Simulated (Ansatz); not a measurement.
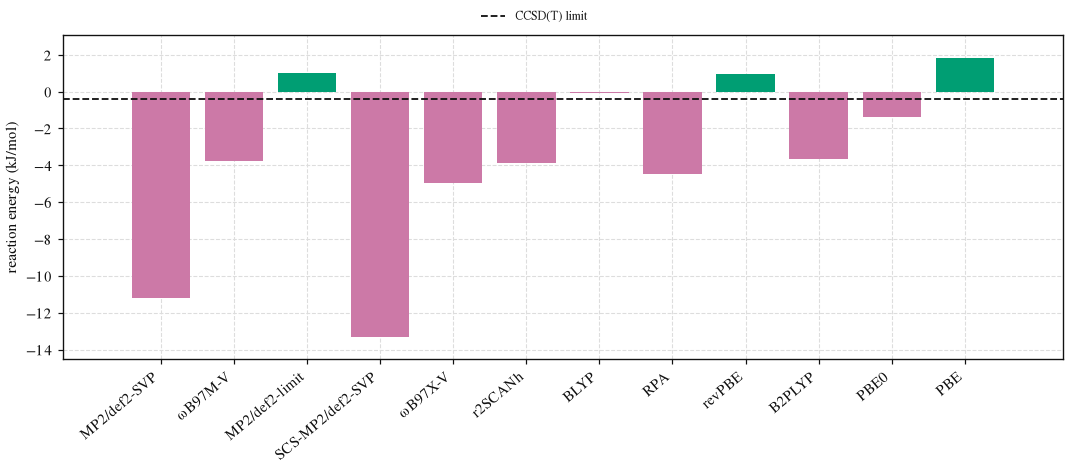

Electronic reaction energy of GeHSeF₃ ([F][Ge]([F])([F])[SeH]) + HCl (Cl) → GeClF₃ ([F][Ge]([F])([F])[Cl]) + H₂Se ([SeH2]) (SMILES in brackets) at several levels (functionals in def2-TZVPP unless a basis is named), isolated molecules at PBE0-D4 triple-zeta geometries, minima by their frequencies, no zero-point or thermal terms, the Ansatz code 0.2.0. The line is frozen-core CCSD(T) at the basis limit (MP2 extrapolated from triple and quadruple zeta, plus CCSD(T) less MP2 in a smaller set). RPA and B2PLYP hold a correlation term that converges slowly with the basis, so part of the distance to the limit is basis error. No dispersion term is added to r2SCANh, BLYP, revPBE, B2PLYP, PBE0 and PBE. The distance of MP2/def2-SVP and SCS-MP2/def2-SVP to the limit includes basis error. The limit lies 4.1 kJ/mol from CCSD(T)/def2-TZVPP, so the line itself is uncertain by a part of that.

**Which level comes closest to the line (CCSD(T) limit), and which misses most?**

Closest BLYP (−0.1 kJ/mol), against −0.4 kJ/mol; farthest SCS-MP2/def2-SVP (−13.3 kJ/mol).

**What range do the values span, the line included?**

From −13.3 kJ/mol (SCS-MP2/def2-SVP) to 1.8 kJ/mol (PBE).

Caveats: no scalar relativity up to krypton; outer-core shells are correlated without core-valence functions, which makes the correlated values less sure.
